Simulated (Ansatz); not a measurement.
The starting structures come from a database of crystals and need not be the phases stable at ambient conditions.

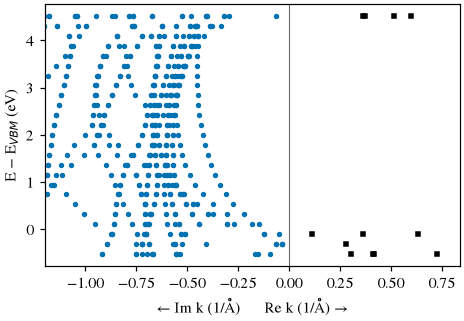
Complex bands at the centre of the two-dimensional zone; r2SCAN in Ansatz (a program for electronic structure)

The gap is the functional's own. No spin-orbit coupling. Mid-gap values are interpolated on the energy grid.

Question: This is LaCl3 (P6_3/m, not sure to be the ambient phase, 8 atoms a cell, 26.9 Å³ an atom) along the normal of (110). Read off the slowest decay at the centre of the two-dimensional zone at 2.21 eV, the computed energy nearest the middle of the gap.

Answer: κ ≈ 0.43 1/Å, a decay length 1/(2κ) of the density of 1.2 Å.
